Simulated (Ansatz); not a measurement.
Cl2H3NOSi

Input file:

```
crystal:
  periodic: [false, false, false]
  atoms:
    - {symbol: Si, position_ang: [-0.978721, 0.035088, 0.062485]}
    - {symbol: N, position_ang: [0.913685, -0.214534, -0.171753]}
    - {symbol: O, position_ang: [-1.635434, -1.137216, -0.641849]}
    - {symbol: H, position_ang: [1.098442, -0.251144, -1.171786]}
    - {symbol: Cl, position_ang: [-1.081322, 1.956821, -0.665121]}
    - {symbol: Cl, position_ang: [-0.966143, 0.224386, 2.111133]}
    - {symbol: H, position_ang: [1.157062, -1.119442, 0.225036]}
    - {symbol: H, position_ang: [1.492533, 0.505939, 0.251852]}
basis:
  gaussian: {orbitals: def2-TZVPP}
hamiltonian: {xc: pbe0, dispersion: d4}
output: {orbitals: {seedname: orbitals}}
```

Command:

```sh
ansatz run in.yaml --threads 4 --pin off --events-out ev --progress --plain --max-ram 9574MiB
```

The product side of a reaction path; geometry: PBE0-D4/def2-TZVP.

Level of theory: RKS PBE0-D4/def2-TZVPP in Ansatz 0.2.0.

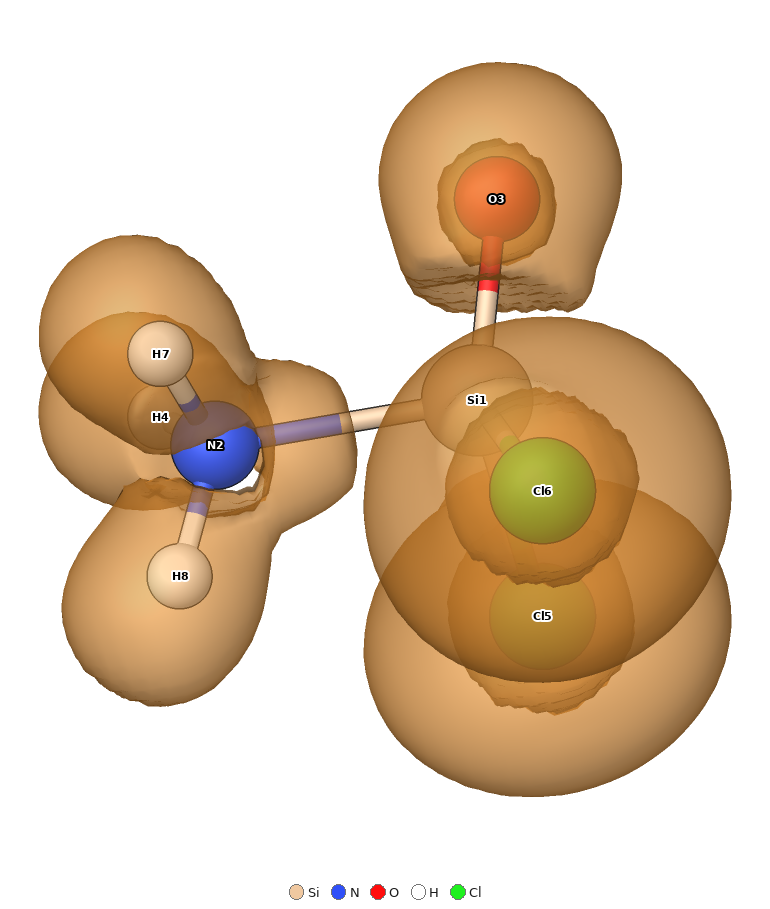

Figure 1. Isosurface of the ELF at 0.75 (orange), seen from one side. Core shells and regions of very low density are left out.

Where are the electrons localised?

Answer. The surface consists of two regions on Cl in which the atom's valence shell and bonds are merged, one region wrapped around O (its lone pairs, merged into a ring or cap) and one joined region spread over several atoms (H, N), in which their bonds and any lone pairs are merged. Profiles from the grid: Si–O (1.52 Å): the ELF peaks at about 0.80 between the atoms (a polar covalent bond). Si–N (1.92 Å): the ELF peaks at about 0.95 between the atoms (a shared but strongly polarised pair).

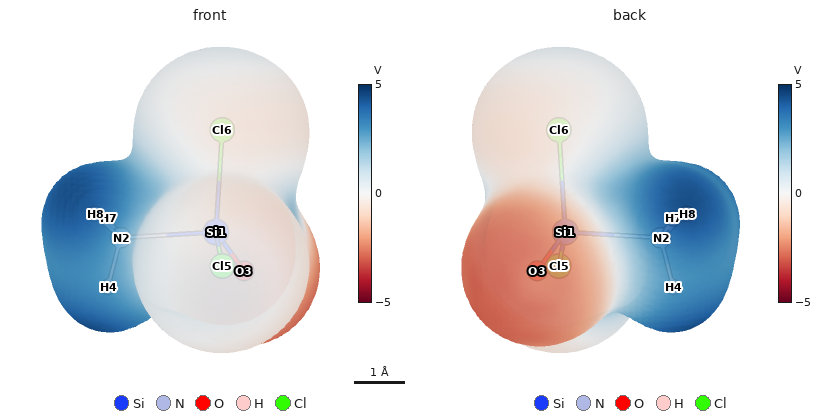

Figure 2. The molecular electrostatic potential painted on the density surface at 0.004 e/bohr³, seen from the front and from behind; red is negative and blue positive.

Describe the electrostatic potential map.

Answer. The most negative region (about −3.0 V) lies over O3, the most positive (about +4.4 V) over H4, H7 and H8. Cl5 shows a σ-hole: about +0.4 V at the tip opposite its bond, against about −0.2 V on its flanks. Cl6 shows a σ-hole: about +0.4 V at the tip opposite its bond, against about −0.1 V on its flanks. O3 is the likeliest acceptor of a hydrogen bond.

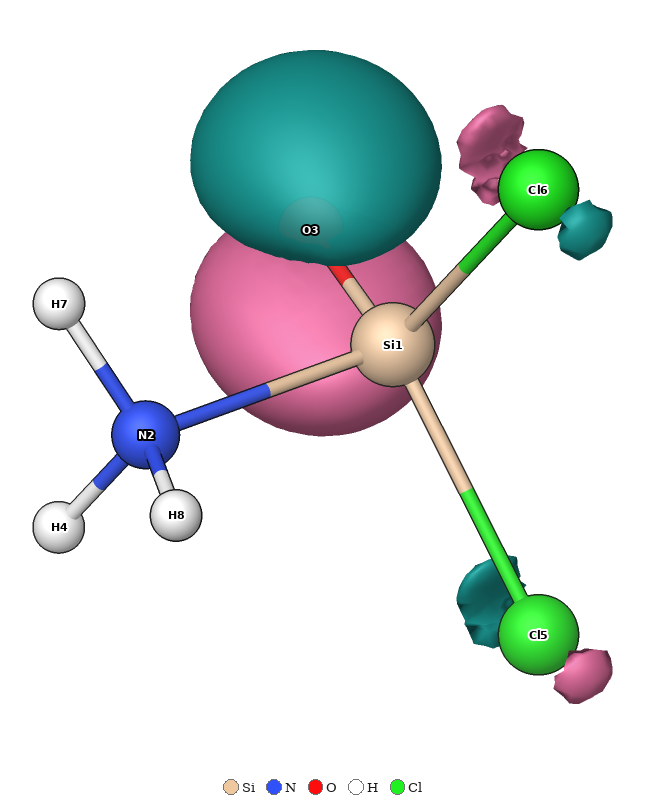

Figure 3. The HOMO at ±0.2 Å⁻³ᐟ² (teal and pink are the two phases), seen at a tilt.

Describe this orbital and give its energy.

Answer. By Hirshfeld shares it lies mainly on O3 (about 70 %), Si1 (about 15 %), Cl5 (about 5 %) and Cl6 (about 5 %); largely a lone pair of O3. Its energy is −7.55 eV.

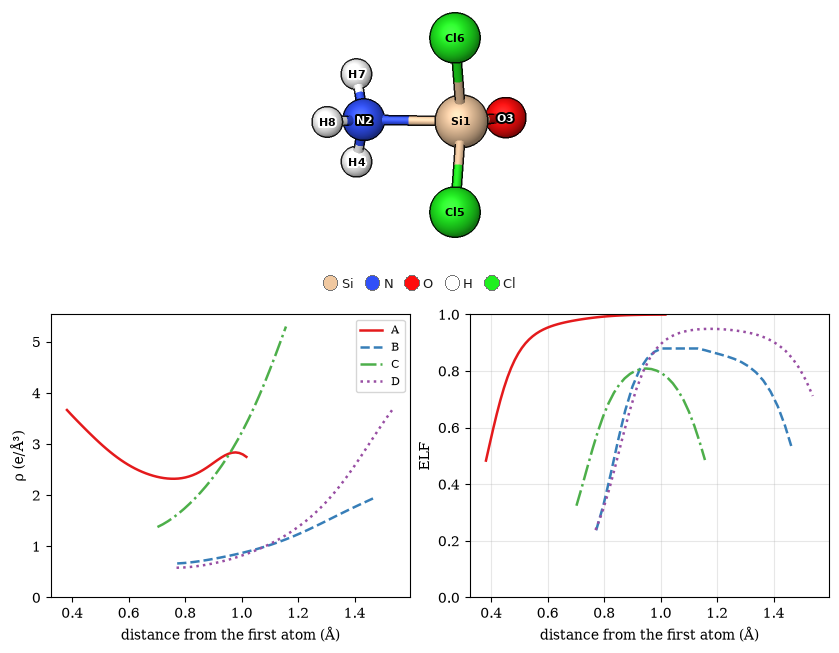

Figure 4. Total electron density and ELF along straight lines between neighbouring atoms. The curves leave out the atomic cores. The structure is drawn too.

Which curve belongs to which contact (N–H, Si–Cl, Si–N and Si–O)? The first atom named is at distance zero.

Answer. Curve A: N–H (1.02 Å): the density is about 3 e/Å³ at the midpoint; the ELF climbs to about 1 towards the hydrogen, as it does in any bond to H; a covalent bond by its length. Curve B: Si–Cl (2.06 Å): ρ at the midpoint is about 0.91 e/Å³; the ELF peaks at about 0.90 between the atoms (a polar covalent bond). Curve C: Si–O (1.52 Å): ρ at the midpoint is about 1.6 e/Å³; the ELF peaks at about 0.80 between the atoms; a short, strongly polar bond. Curve D: Si–N (1.92 Å): ρ is about 0.75 e/Å³ halfway; the ELF peaks at about 0.95 between the atoms; a polar covalent bond.
